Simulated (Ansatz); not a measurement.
Consider Ge$_{4}$I.

Input file:

```
crystal:
  lattice:
    - [2.7814862, -1.8362272, 0.0]
    - [2.7102338, 1.7263928, 0.0]
    - [-1.1353, 0.022706, 12.99068]
  atoms:
    - { symbol: Ge, position: [0.51819, 0.51819, 0.72253] }
    - { symbol: Ge, position: [0.84479, 0.84479, 0.57805] }
    - { symbol: Ge, position: [0.15521, 0.15521, 0.42195] }
    - { symbol: Ge, position: [0.48181, 0.48181, 0.27747] }
    - { symbol: I, position: [0.0, 0.0, 0.0] }
hamiltonian:
  xc: pbe
  pseudopotentials: { kind: paw }
kpoints:
  mp_grid: { grid: [7, 7, 2] }
scf:
  occupations: { method: fermi_dirac, width: 0.05 }
output:
  forces: true
  stress: true
  eigenvalues: true
  write_density: true
  write_potential: true
  elf: true
  volumetric_format: npy
```

Command:

```sh
ansatz run input.yaml --threads 2 --pin off --max-ram 5632MiB --backend cpu --events-out ev --progress --plain --runs-dir out
```

Below, planes, directions and counts refer to the conventional cell (a = 3.21 Å, b = 3.33 Å, c = 13.04 Å, α = 85.78°, β = 85.84°, γ = 65.93°).

Space group P-1; a generated structure, not necessarily the stable one.

These are results of Ansatz 0.2.0, Kohn-Sham DFT of a periodic cell, PBE, Ansatz PAW, not measurements.

### What can the converged valence pseudo-density and electron localisation function tell about the bonding?

Ge–Ge (2.71 Å): the density is about 0.29 e/Å³ at the midpoint; the ELF is about 0.50 at the midpoint.
Ge–Ge (2.71 Å): ρ at the midpoint is about 0.29 e/Å³; the ELF is about 0.50 at the midpoint.
Ge–Ge (2.77 Å): ρ at the midpoint is about 0.27 e/Å³; the ELF is about 0.50 at the midpoint.

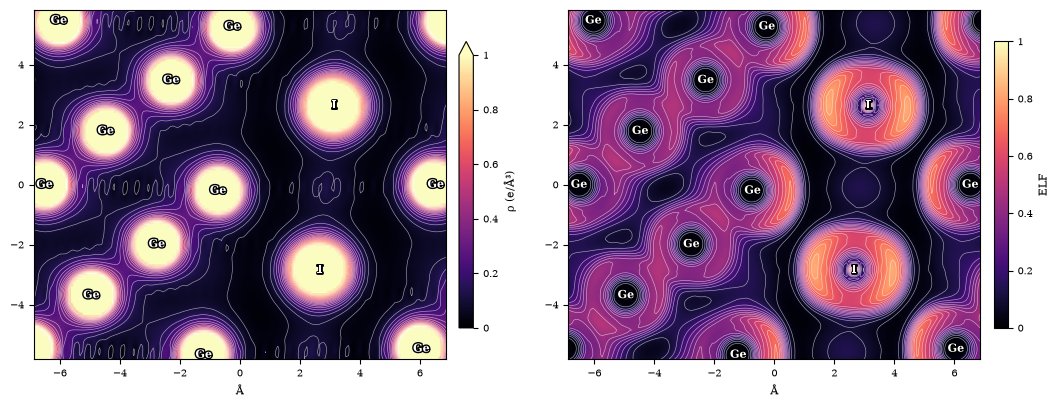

Computed valence pseudo-density and electron localisation function on the (11̄0) plane of the conventional cell, in this order. 

Core electrons are frozen (PAW), and the valence fields are smoothed inside the atomic spheres.
